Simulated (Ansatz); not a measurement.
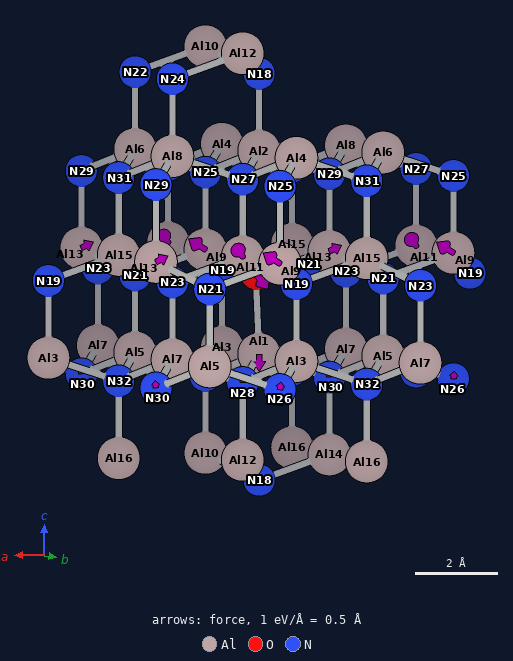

Starting geometry of a defect cell of composition Al$_{16}$N$_{15}$O with the computed forces as purple arrows. Style: ball-and-stick. Shown: the atoms within 5.8 Å of the atom that moves most (axes of the conventional cell (2 times the calculation's cell) (origin shifted)), from a free direction. Lengths and directions refer to the drawn axes.

Computed with DFT, PBE, plane-wave PAW, default files, scalar-relativistic (Ansatz 0.2.0).

Input file:
```yaml
crystal:
  lattice:
    - [6.226, 0.0, 0.0]
    - [-3.113, 5.391874164, 0.0]
    - [0.0, 0.0, 9.962]
  atoms:
    - { symbol: Al, position: [0.1666666666, 0.3333333334, 0.0] }
    - { symbol: Al, position: [0.1666666666, 0.3333333334, 0.5] }
    - { symbol: Al, position: [0.1666666666, 0.8333333334, 0.0] }
    - { symbol: Al, position: [0.1666666666, 0.8333333334, 0.5] }
    - { symbol: Al, position: [0.6666666666, 0.3333333334, 0.0] }
    - { symbol: Al, position: [0.6666666666, 0.3333333334, 0.5] }
    - { symbol: Al, position: [0.6666666666, 0.8333333334, 0.0] }
    - { symbol: Al, position: [0.6666666666, 0.8333333334, 0.5] }
    - { symbol: Al, position: [0.3333333334, 0.1666666666, 0.25] }
    - { symbol: Al, position: [0.3333333334, 0.1666666666, 0.75] }
    - { symbol: Al, position: [0.3333333334, 0.6666666666, 0.25] }
    - { symbol: Al, position: [0.3333333334, 0.6666666666, 0.75] }
    - { symbol: Al, position: [0.8333333334, 0.1666666666, 0.25] }
    - { symbol: Al, position: [0.8333333334, 0.1666666666, 0.75] }
    - { symbol: Al, position: [0.8333333334, 0.6666666666, 0.25] }
    - { symbol: Al, position: [0.8333333334, 0.6666666666, 0.75] }
    - { symbol: O, position: [0.1842191935, 0.3461826748, 0.1969546308], spin: 1.0 }
    - { symbol: "N", position: [0.1666666666, 0.3333333334, 0.69] }
    - { symbol: "N", position: [0.1666666666, 0.8333333334, 0.19] }
    - { symbol: "N", position: [0.1666666666, 0.8333333334, 0.69] }
    - { symbol: "N", position: [0.6666666666, 0.3333333334, 0.19] }
    - { symbol: "N", position: [0.6666666666, 0.3333333334, 0.69] }
    - { symbol: "N", position: [0.6666666666, 0.8333333334, 0.19] }
    - { symbol: "N", position: [0.6666666666, 0.8333333334, 0.69] }
    - { symbol: "N", position: [0.3333333334, 0.1666666666, 0.44] }
    - { symbol: "N", position: [0.3333333334, 0.1666666666, 0.94] }
    - { symbol: "N", position: [0.3333333334, 0.6666666666, 0.44] }
    - { symbol: "N", position: [0.3333333334, 0.6666666666, 0.94] }
    - { symbol: "N", position: [0.8333333334, 0.1666666666, 0.44] }
    - { symbol: "N", position: [0.8333333334, 0.1666666666, 0.94] }
    - { symbol: "N", position: [0.8333333334, 0.6666666666, 0.44] }
    - { symbol: "N", position: [0.8333333334, 0.6666666666, 0.94] }
magnetization:
  spin_polarized: true
kpoints:
  mp_grid: { grid: [4, 4, 2] }
scf:
  occupations: { method: fermi_dirac, width: 0.01 }
hamiltonian:
  xc: pbe
  pseudopotentials: { kind: paw }
output:
  forces: true
  stress: true
  populations: true
  efg:
    quadrupole_moments_barn: { Al: 0.1466, O: -0.02558, "N": 0.02044 }
    contact_densities: true
  write_density: true
  write_potential: true
  elf: true
  volumetric_format: npy
relax:
  f_tol: 0.03
  max_steps: 40
```

Command:
```bash
ansatz run input.yaml --threads 4 --pin off --max-ram 8192MiB --backend cpu --events-out ev --progress --plain --runs-dir out
```

### Is this structure relaxed? If not, where do the atoms go?

It isn't relaxed: the largest force vector, on Al11, is 1.70 eV/Å. The final displacements follow the starting forces only in part (cosine between the two patterns 0.74). The energy falls by 0.206 eV per cell of the calculation in 4 geometry steps. Largest force component: 1.6 eV/Å at the start, 0.0046 eV/Å at the end. The atom that moves furthest is O17 (0.16 Å along [−2 −1 −3]). By element the largest moves are O 0.16 Å, Al 0.09 Å, N 0.02 Å. The lattice vectors keep their values. Near-neighbour distances that change, for instance: Al11–O17 1.808 → 1.948 Å, Al9–O17 1.851 → 1.948 Å, Al1–O17 1.965 → 1.925 Å, Al1–N26 1.894 → 1.873 Å. Bond angles that change, for instance: Al9–O17–Al11 116.5° → 108.8°, Al1–O17–Al13 102.8° → 110.1°, O17–Al1–N30 111.2° → 105.7°. The program noted that the starting moments weren't kept. Cost: 2.1 min on 4 threads of Intel(R) Xeon(R) Platinum 8375C CPU @ 2.90GHz (Ice Lake), with other jobs on the host, peak memory 1.8 GiB.

Limits of the set-up: the periodic images lie only 6.2 Å apart, so the values are limited by the cell's size.
